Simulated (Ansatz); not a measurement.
# AlNH (quartet): B2PLYP, RPA-PBE over a scan of the distance N2–H3, 6-31G

Aim: run AlNH (quartet) with these functionals over a scan of the distance N2–H3, and hold them against the top wave-function level at the same points.

The runs use Ansatz 0.2.0, Gaussian basis; 6-31G, all electrons in the functionals, frozen cores in the correlation of double hybrids and RPA.

To be run: B2PLYP, RPA-PBE, at 0.804 Å; 0.941 Å; 1.028 Å; 1.121 Å; 1.256 Å; 1.403 Å; 1.663 Å; 1.867 Å; 2.249 Å; 2.727 Å; 3.574 Å.

20 further runs of the same task are left out: 6 for a known fault of the program, 12 that didn't finish, 2 set aside as unsound or not needed.

## 1. The system

The geometry derives from a PBE0/def2-TZVP stationary point (not a proven minimum). One bond is set to the value named and the two fragments are kept rigid.

3 atoms, charge 0, spin multiplicity 4.

Atoms are counted from 1 here; the program's logs count them from 0.

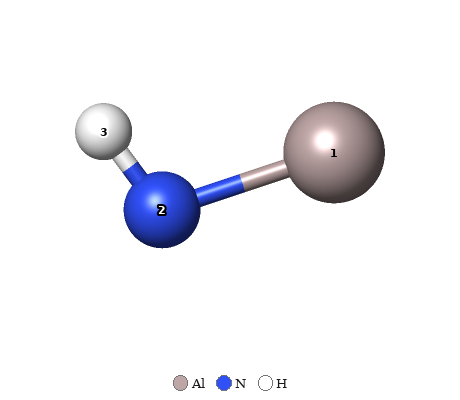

The geometry (aluminium light grey, nitrogen blue, hydrogen white); atoms are numbered from 1 in the order of the file.

As a file:

```xyz
3
charge 0, multiplicity 4
Al    0.0000   -0.0319    0.6899
N     0.0000    0.1209   -1.2129
H     0.0000   -0.8261   -1.6143
```

No dispersion term is added.

The geometry shown and the zero of energy belong to the point 1.028 Å. The yardstick, FCI, and other wave-function levels (R restricted, U unrestricted, valence and pair active spaces) come from earlier runs.

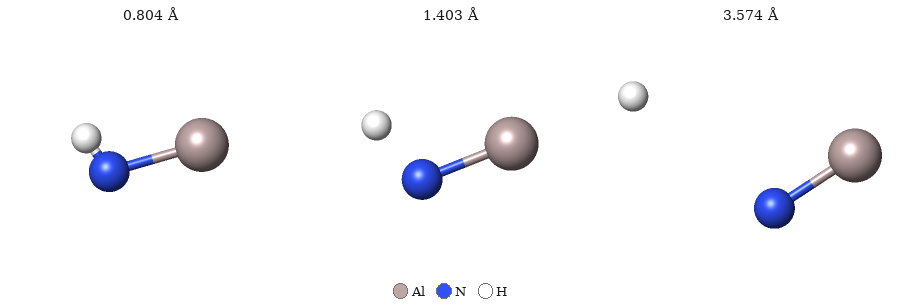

Three points of the scan; sticks are drawn by distance.

## 2. B2PLYP, 0.804 Å

File in.yaml:

```yaml
crystal:
  periodic: [false, false, false]
  atoms:
    - {symbol: Al, position_ang: [0.000000, -0.036849, 0.687844]}
    - {symbol: N, position_ang: [0.000000, 0.115912, -1.215005]}
    - {symbol: H, position_ang: [0.000000, -0.624345, -1.528749]}
basis:
  gaussian: {orbitals: 6-31G}
magnetization: {spin_polarized: true, initial_magnetization: 3}
hamiltonian: {xc: {name: B2PLYP}}
correlation: {electrons: outside_noble_gas}
```

Command:

```sh
$ ansatz run in.yaml --threads 1 --pin off --events-out ev --progress --plain --max-ram 2393MiB
```

After this run come: B2PLYP, 0.941 Å; B2PLYP, 1.028 Å; B2PLYP, 1.121 Å; B2PLYP, 1.256 Å; B2PLYP, 1.403 Å; B2PLYP, 1.663 Å; B2PLYP, 1.867 Å; B2PLYP, 2.249 Å; B2PLYP, 2.727 Å; B2PLYP, 3.574 Å; RPA-PBE, 0.804 Å; RPA-PBE, 0.941 Å; RPA-PBE, 1.028 Å; RPA-PBE, 1.121 Å; RPA-PBE, 1.256 Å; RPA-PBE, 1.403 Å; RPA-PBE, 1.663 Å; RPA-PBE, 1.867 Å; RPA-PBE, 2.249 Å; RPA-PBE, 2.727 Å; RPA-PBE, 3.574 Å.

Q: Predict the results of all the runs planned. Wanted: span of the FCI curve; largest miss, B2PLYP; largest miss, RPA-PBE.

**Answer**, as computed:

| quantity | value |
| --- | --- |
| span of the FCI curve | 44.7 kcal/mol |
| largest miss, B2PLYP | +8.3 kcal/mol (2.727 Å) |
| largest miss, RPA-PBE | +1.6 kcal/mol (1.867 Å) |

**Reading.** Of the functionals, RPA-PBE keep the smallest largest miss at the points compared (at most 1.6 kcal/mol) and B2PLYP strays most (8.3 kcal/mol, at 2.727 Å). Functionals and the yardstick converge differently with the basis, so part of each miss in 6-31G is the basis.
